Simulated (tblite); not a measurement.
# C2H10GeOSi: the cost of one run

Programs: tblite 0.8.0 and PySCF 2.14.0. All values are calculated, for the isolated system unless a continuum is named. Atoms count from 0, parts from 1.

## (1) The system as given

15 atoms, charge 0, multiplicity 1; geometry: distance geometry start.

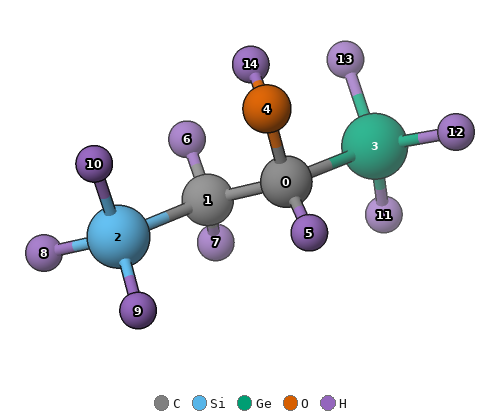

The starting geometry (carbon grey, silicon blue, germanium teal, oxygen orange, hydrogen purple), atoms numbered.

## (2) Geometry optimisation with GFN2-xTB

Job settings and geometry (Å):

```
{"job": {"kind": "relax", "xc": "GFN2-xTB", "basis": "xTB"}, "charge": 0, "multiplicity": 1}
C      0.428594    -0.125776     0.599972
C     -0.591956    -0.188158    -0.515831
Si    -2.265451     0.470747     0.059376
Ge     2.104809    -0.865119    -0.106565
O      0.684427     1.234468     0.772773
H      0.158228    -0.620812     1.534392
H     -0.249287     0.508637    -1.290948
H     -0.707359    -1.151749    -1.002550
H     -3.203562     0.374372    -1.095834
H     -2.808367    -0.206071     1.223428
H     -2.094584     1.921999     0.312313
H      1.821134    -2.258103    -0.667160
H      3.117896    -0.851260     1.079186
H      2.596722     0.141699    -1.191380
H      0.991817     1.580805    -0.126030
```

Method: GFN2-xTB geometry optimisation, gas phase.

On the command line:

```
$ OMP_NUM_THREADS=1 python cluster_run.py task.json out
```

One launch serves the whole session: the jobs run in the order shown.

Q: Estimate the wall time of this first job on 1 thread of Arm Neoverse V1, shared host.

About 4 s.
